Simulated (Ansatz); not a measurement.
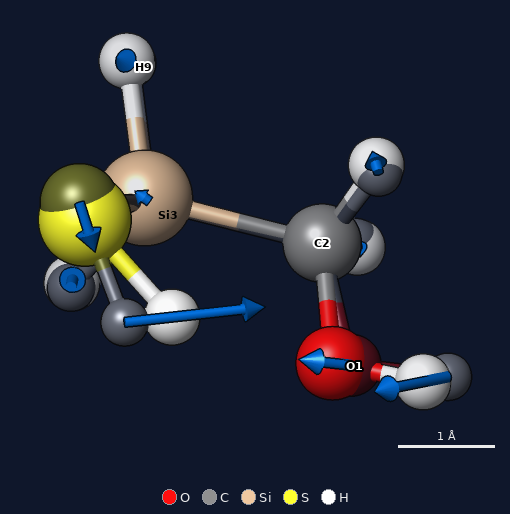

This is a relaxation of CH6OSSi (coarse preliminary run). The starting structure is drawn faded, the final one solid; blue arrows show the displacements, magnified 3 times. The two geometries are superimposed by the best rigid fit.

A ball-and-stick model, seen from a free direction.

The start comes from a force field.

The calculation used RKS PBE-D4/def2-SVP (Ansatz 0.2.0). Set-up: force threshold 0.03 eV/Å; at most 200 steps.

> Describe the change and its energy.

Over 9 geometry steps the energy falls by 0.350 eV. The largest force component goes from 2.2 to 0.029 eV/Å. The largest move after the best rigid fit is that of an H atom, 0.51 Å. Largest moves by element: H 0.51 Å, O 0.20 Å, S 0.19 Å, Si 0.07 Å, C 0.02 Å. Some distances before and after: S–Si 2.237 → 2.158 Å, H–Si 1.434 → 1.505 Å, H–O 1.031 → 0.974 Å, C–Si 1.856 → 1.912 Å. Among the angles between lasting bonds that change: O–C–Si 114.5° → 106.6°, O–C–H 107.1° → 112.7°, S–Si–H 107.8° → 113.1°.
